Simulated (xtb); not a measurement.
## GeH₃Br: geometry relaxation (part 2 of 3)

GeH₃Br; GFN1-xTB (xtb 6.7.1). 

Geometry of the input (Å):
```
Ge 0.0867  0.0236  -0.1154
Br -1.5154  -0.0862  1.3668
H  0.1665  1.3299  -0.6574
H  -0.1163  -0.9199  -1.1896
H  1.4056  -0.2841  0.5156
```

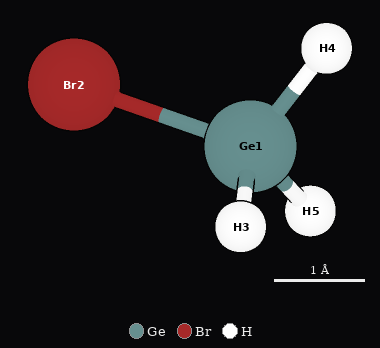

Figure 1. The starting structure (ball-and-stick view, seen at an oblique angle; atoms are numbered from 1 in the order of the input). Sticks mark near contacts.

Log, continued
```
 iter      E             dE          RMSdq      gap      omega  full diag
   1     -7.2572923 -0.725729E+01  0.192E-01    6.61       0.0  T
   2     -7.2571316  0.160658E-03  0.171E-01    6.53       1.0  T
   3     -7.2575565 -0.424888E-03  0.590E-02    6.62       1.0  T
   4     -7.2575939 -0.373867E-04  0.121E-02    6.61       3.7  T
   5     -7.2575947 -0.780680E-06  0.183E-03    6.61      24.4  T
   6     -7.2575947 -0.360939E-08  0.393E-04    6.61     113.9  T
   7     -7.2575947 -0.122080E-08  0.936E-05    6.61     477.6  T
   8     -7.2575947 -0.931610E-10  0.611E-07    6.61   73137.4  T
     SCC iter.                  ...        0 min,  0.000 sec
     gradient                   ...        0 min,  0.001 sec
 * total energy  :    -7.2229129 Eh     change       -0.5247337E-03 Eh
   gradient norm :     0.0019513 Eh/α   predicted    -0.5913942E-03 (  12.70%)
   displ. norm   :     0.0338521 α      lambda       -0.1410309E-04
   maximum displ.:     0.0235173 α      in ANC's #1, #2, #6, ...

........................................................................
.............................. CYCLE    6 ..............................
........................................................................

 iter      E             dE          RMSdq      gap      omega  full diag
   1     -7.2576532 -0.725765E+01  0.210E-02    6.60       0.0  T
   2     -7.2576509  0.221345E-05  0.205E-02    6.61       2.2  T
   3     -7.2576568 -0.581876E-05  0.497E-03    6.60       9.0  T
   4     -7.2576570 -0.280596E-06  0.384E-04    6.61     116.5  T
   5     -7.2576570 -0.105953E-09  0.211E-04    6.61     212.4  T
   6     -7.2576570 -0.130849E-09  0.251E-05    6.61    1780.3  T
   7     -7.2576570 -0.343192E-11  0.159E-06    6.61   28181.2  T
     SCC iter.                  ...        0 min,  0.000 sec
     gradient                   ...        0 min,  0.001 sec
 * total energy  :    -7.2229098 Eh     change        0.3096677E-05 Eh
   gradient norm :     0.0012003 Eh/α   predicted    -0.7054435E-05 (-327.81%)
   displ. norm   :     0.0311480 α      lambda       -0.1491146E-04
   maximum displ.:     0.0245393 α      in ANC's #1, #2, #3, ...

........................................................................
.............................. CYCLE    7 ..............................
........................................................................

 iter      E             dE          RMSdq      gap      omega  full diag
   1     -7.2577405 -0.725774E+01  0.133E-02    6.61       0.0  T
   2     -7.2577402  0.255872E-06  0.969E-03    6.62       4.6  T
   3     -7.2577413 -0.105850E-05  0.500E-03    6.61       8.9  T
   4     -7.2577416 -0.303492E-06  0.247E-04    6.62     181.0  T
   5     -7.2577416  0.841576E-10  0.202E-04    6.62     221.8  T
   6     -7.2577416 -0.234096E-09  0.659E-06    6.62    6790.0  T
   7     -7.2577416 -0.158096E-12  0.422E-07    6.62  100000.0  T
     SCC iter.                  ...        0 min,  0.000 sec
     gradient                   ...        0 min,  0.001 sec
 * total energy  :    -7.2229162 Eh     change       -0.6422360E-05 Eh
   gradient norm :     0.0011693 Eh/α   predicted    -0.7458744E-05 (  16.14%)
   displ. norm   :     0.0123139 α      lambda       -0.5386633E-05
   maximum displ.:     0.0095609 α      in ANC's #1, #2, #6, ...

........................................................................
.............................. CYCLE    8 ..............................
........................................................................

 iter      E             dE          RMSdq      gap      omega  full diag
   1     -7.2575645 -0.725756E+01  0.167E-02    6.62       0.0  T
   2     -7.2575627  0.171903E-05  0.171E-02    6.61       2.6  T
   3     -7.2575670 -0.426209E-05  0.359E-03    6.62      12.5  T
   4     -7.2575671 -0.146106E-06  0.580E-04    6.61      77.1  T
   5     -7.2575671 -0.925058E-09  0.190E-04    6.61     235.7  T
   6     -7.2575671 -0.112251E-09  0.883E-06    6.61    5063.8  T
     SCC iter.                  ...        0 min,  0.000 sec
     gradient                   ...        0 min,  0.001 sec
 * total energy  :    -7.2229177 Eh     change       -0.1503387E-05 Eh
   gradient norm :     0.0007515 Eh/α   predicted    -0.2693894E-05 (  79.19%)
   displ. norm   :     0.0139843 α      lambda       -0.2347248E-05
   maximum displ.:     0.0120159 α      in ANC's #2, #1, #3, ...

........................................................................
.............................. CYCLE    9 ..............................
........................................................................

 iter      E             dE          RMSdq      gap      omega  full diag
   1     -7.2575845 -0.725758E+01  0.431E-03    6.61       0.0  T
   2     -7.2575845 -0.233038E-07  0.231E-03    6.62      19.3  T
   3     -7.2575845  0.347290E-09  0.198E-03    6.61      22.6  T
   4     -7.2575846 -0.563852E-07  0.135E-04    6.61     332.0  T
   5     -7.2575846 -0.799174E-10  0.417E-05    6.61    1071.9  T
     SCC iter.                  ...        0 min,  0.000 sec
     gradient                   ...        0 min,  0.001 sec
 * total energy  :    -7.2229180 Eh     change       -0.3071857E-06 Eh
   gradient norm :     0.0004715 Eh/α   predicted    -0.1174087E-05 ( 282.21%)
   displ. norm   :     0.0090949 α      lambda       -0.1903055E-05
   maximum displ.:     0.0063196 α      in ANC's #2, #1, #6, ...

........................................................................
.............................. CYCLE   10 ..............................
........................................................................

 iter      E             dE          RMSdq      gap      omega  full diag
   1     -7.2576764 -0.725768E+01  0.871E-03    6.62       0.0  T
   2     -7.2576760  0.386244E-06  0.835E-03    6.62       5.4  T
   3     -7.2576770 -0.100760E-05  0.218E-03    6.62      20.5  T
   4     -7.2576771 -0.536639E-07  0.298E-04    6.62     150.1  T
   5     -7.2576771 -0.221651E-09  0.136E-04    6.62     328.5  T
   6     -7.2576771 -0.806999E-10  0.750E-06    6.62    5966.0  T
     SCC iter.                  ...        0 min,  0.000 sec
     gradient                   ...        0 min,  0.001 sec
 * total energy  :    -7.2229186 Eh     change       -0.5787961E-06 Eh
   gradient norm :     0.0005308 Eh/α   predicted    -0.9512994E-06 (  64.36%)
   displ. norm   :     0.0027339 α      lambda       -0.6745751E-06
   maximum displ.:     0.0014743 α      in ANC's #4, #6, #1, ...

........................................................................
.............................. CYCLE   11 ..............................
........................................................................

 iter      E             dE          RMSdq      gap      omega  full diag
   1     -7.2576275 -0.725763E+01  0.451E-03    6.62       0.0  T
   2     -7.2576273  0.143913E-06  0.490E-03    6.62       9.1  T
   3     -7.2576277 -0.347538E-06  0.797E-04    6.62      56.1  T
   4     -7.2576277 -0.716678E-08  0.152E-04    6.62     293.6  T
   5     -7.2576277 -0.690026E-11  0.338E-05    6.62    1322.4  T
     SCC iter.                  ...        0 min,  0.000 sec
     gradient                   ...        0 min,  0.001 sec
 * total energy  :    -7.2229190 Eh     change       -0.4215106E-06 Eh
   gradient norm :     0.0000934 Eh/α   predicted    -0.3382252E-06 ( -19.76%)
   displ. norm   :     0.0015723 α      lambda       -0.5295092E-07
   maximum displ.:     0.0013109 α      in ANC's #3, #4, #2, ...

........................................................................
.............................. CYCLE   12 ..............................
........................................................................

 iter      E             dE          RMSdq      gap      omega  full diag
   1     -7.2576218 -0.725762E+01  0.517E-04    6.62       0.0  T
   2     -7.2576218 -0.533463E-09  0.152E-04    6.62     294.1  T
   3     -7.2576218  0.311884E-09  0.241E-04    6.62     185.5  T
   4     -7.2576218 -0.562336E-09  0.612E-05    6.62     730.4  T
     SCC iter.                  ...        0 min,  0.000 sec
     gradient                   ...        0 min,  0.001 sec
 * total energy  :    -7.2229190 Eh     change       -0.1965485E-07 Eh
   gradient norm :     0.0000372 Eh/α   predicted    -0.2758681E-07 (  40.36%)
   displ. norm   :     0.0007497 α      lambda       -0.1657079E-07
   maximum displ.:     0.0006428 α      in ANC's #3, #2, #1, ...

   *** GEOMETRY OPTIMIZATION CONVERGED AFTER 12 ITERATIONS ***

------------------------------------------------------------------------
 total energy gain   :        -0.0085407 Eh       -5.3593 kcal/mol
 total RMSD          :         0.1130782 a0        0.0598 Å
 total power (kW/mol):        -1.8686235 (step) -856.5687 (real)
------------------------------------------------------------------------

 ANCopt (total)                0 d,  0 h,  0 min,  0.026 sec
 optimizer setup                ...        0 min,  0.000 sec (  0.148%)
 model hessian                  ...        0 min,  0.000 sec (  0.244%)
 ANC generation                 ...        0 min,  0.000 sec (  0.117%)
 coordinate transformation      ...        0 min,  0.000 sec (  0.113%)
 single point calculation       ...        0 min,  0.025 sec ( 96.737%)
 optimization log               ...        0 min,  0.000 sec (  0.802%)
 hessian update                 ...        0 min,  0.000 sec (  0.083%)
 rational function              ...        0 min,  0.000 sec (  0.840%)

================
 final structure:
================
5
 xtb: 6.7.1
Ge           0.15092613037663        0.02344486480938       -0.14891837249091
Br          -1.55478520998841       -0.10307870091759        1.40936517609638
H            0.16366227884632        1.39850529530177       -0.68017595585723
H           -0.14323544961706       -0.95942679146478       -1.20752394140569
H            1.41050225038251       -0.29616466772878        0.54721309365745

 Bond Distances (Angstroems)
 ---------------------------
Ge1-Br2=2.3138       Ge1-H3=1.4742        Ge1-H4=1.4742        Ge1-H5=1.4742        Br2-Ge1=2.3138       H3-Ge1=1.4742
H4-Ge1=1.4742        H5-Ge1=1.4742
 Ge H  Rav=1.4742 sigma=0.0000  Rmin=1.4742  Rmax=1.4742     3
 Br Ge Rav=2.3138 sigma=0.0000  Rmin=2.3138  Rmax=2.3138     1

 selected bond angles (degree)
 --------------------
H3-Ge1-Br2=107.46              H4-Ge1-Br2=107.46              H4-Ge1-H3=111.40               H5-Ge1-Br2=107.46
H5-Ge1-H3=111.41               H5-Ge1-H4=111.41

 selected dihedral angles (degree)
 ---------------------------------

           -------------------------------------------------
          |                Final Singlepoint                |
           -------------------------------------------------

          ...................................................
          :                      SETUP                      :
          :.................................................:
          :  # basis functions                  26          :
          :  # atomic orbitals                  24          :
          :  # shells                           12          :
          :  # electrons                        14          :
          :  # halogen bonds                     0          :
          :  max. iterations                   250          :
          :  Hamiltonian                  GFN1-xTB          :
          :  restarted?                      false          :
          :  GBSA solvation                  false          :
          :  PC potential                    false          :
          :  electronic temp.          300.0000000     K    :
          :  accuracy                    1.0000000          :
          :  -> integral cutoff          0.2500000E+02      :
          :  -> integral neglect         0.1000000E-07      :
          :  -> SCF convergence          0.1000000E-05 Eh   :
          :  -> wf. convergence          0.2000000E-04 e    :
          :  Broyden damping             0.4000000          :
          :  net charge                          0          :
          :  unpaired electrons                  0          :
          ...................................................

 iter      E             dE          RMSdq      gap      omega  full diag
   1     -7.2576218 -0.725762E+01  0.175E-05    6.62       0.0  T
   2     -7.2576218  0.133582E-11  0.126E-05    6.62    3556.1  T
   3     -7.2576218 -0.222755E-11  0.944E-06    6.62    4736.7  T

   *** convergence criteria satisfied after 3 iterations ***

         #    Occupation            Energy/Eh            Energy/eV
      -------------------------------------------------------------
         1        2.0000           -0.7326379             -19.9361
         2        2.0000           -0.6366665             -17.3246
         3        2.0000           -0.4895732             -13.3220
         4        2.0000           -0.4895679             -13.3218
         5        2.0000           -0.4850319             -13.1984
         6        2.0000           -0.4653865             -12.6638
         7        2.0000           -0.4653839             -12.6637 (HOMO)
         8                         -0.2221815              -6.0459 (LUMO)
         9                         -0.2221772              -6.0457
        10                         -0.2215040              -6.0274
        11                         -0.1486880              -4.0460
        12                         -0.1486865              -4.0460
       ...                                ...                  ...
        24                          0.5295697              14.4103
      -------------------------------------------------------------
                  HL-Gap            0.2432024 Eh            6.6179 eV
             Fermi-level           -0.3437827 Eh           -9.3548 eV

 SCC (total)                   0 d,  0 h,  0 min,  0.002 sec
 SCC setup                      ...        0 min,  0.000 sec (  1.466%)
 Dispersion                     ...        0 min,  0.000 sec (  0.389%)
 classical contributions        ...        0 min,  0.000 sec (  0.130%)
 integral evaluation            ...        0 min,  0.001 sec ( 35.515%)
 iterations                     ...        0 min,  0.000 sec (  9.883%)
 molecular gradient             ...        0 min,  0.001 sec ( 50.273%)
 printout                       ...        0 min,  0.000 sec (  2.118%)
```
